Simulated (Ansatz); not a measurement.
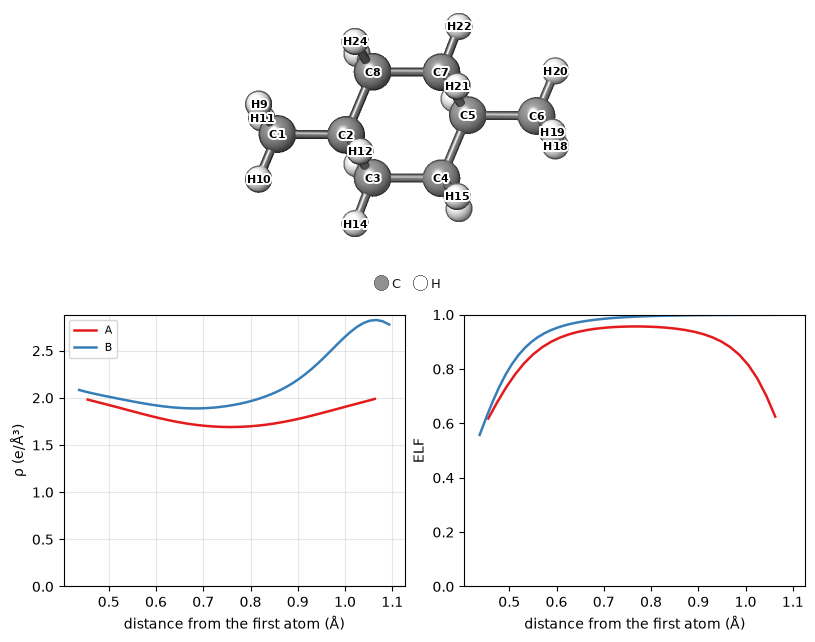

C₈H₁₆ (SMILES C[C@H]1CC[C@H](C)CC1). Electron density and ELF along straight lines between neighbouring atoms. The curves leave out the atomic cores. The structure is drawn too.

Geometry: PBE0-D4/def2-TZVP.

The calculation used RKS PBE0-D4/def2-TZVPP (Ansatz 0.2.0).

```yaml
atoms:
  - { symbol: C, position_ang: [2.3120, 1.0032, -1.4781] }
  - { symbol: C, position_ang: [0.9475, 0.5122, -1.0283] }
  - { symbol: C, position_ang: [1.0070, -0.9235, -0.5197] }
  - { symbol: C, position_ang: [-0.3487, -1.4191, -0.0406] }
  - { symbol: C, position_ang: [-0.9475, -0.5122, 1.0283] }
  - { symbol: C, position_ang: [-2.3120, -1.0032, 1.4782] }
  - { symbol: C, position_ang: [-1.0070, 0.9235, 0.5197] }
  - { symbol: C, position_ang: [0.3486, 1.4191, 0.0405] }
  - { symbol: H, position_ang: [2.2606, 2.0239, -1.8666] }
  - { symbol: H, position_ang: [2.7268, 0.3652, -2.2630] }
  - { symbol: H, position_ang: [3.0182, 1.0018, -0.6416] }
  - { symbol: H, position_ang: [0.2710, 0.5294, -1.8954] }
  - { symbol: H, position_ang: [1.7265, -0.9723, 0.3090] }
  - { symbol: H, position_ang: [1.3960, -1.5807, -1.3046] }
  - { symbol: H, position_ang: [-1.0421, -1.4632, -0.8915] }
  - { symbol: H, position_ang: [-0.2657, -2.4417, 0.3426] }
  - { symbol: H, position_ang: [-0.2710, -0.5294, 1.8953] }
  - { symbol: H, position_ang: [-2.2606, -2.0240, 1.8665] }
  - { symbol: H, position_ang: [-3.0183, -1.0016, 0.6417] }
  - { symbol: H, position_ang: [-2.7267, -0.3653, 2.2633] }
  - { symbol: H, position_ang: [-1.7265, 0.9723, -0.3090] }
  - { symbol: H, position_ang: [-1.3961, 1.5807, 1.3046] }
  - { symbol: H, position_ang: [1.0420, 1.4633, 0.8915] }
  - { symbol: H, position_ang: [0.2656, 2.4416, -0.3427] }
```

**Which curve belongs to which contact (C–C and C–H)? The first atom named is at distance zero.**

Curve A: C–C (1.52 Å): ρ at the midpoint is about 1.7 e/Å³; the ELF peaks at about 0.95 between the atoms; localised, covalent bonding. Curve B: C–H (1.09 Å): ρ at the midpoint is about 2 e/Å³; the ELF climbs to about 1 towards the hydrogen, as it does in any bond to H: an ordinary covalent bond to hydrogen.
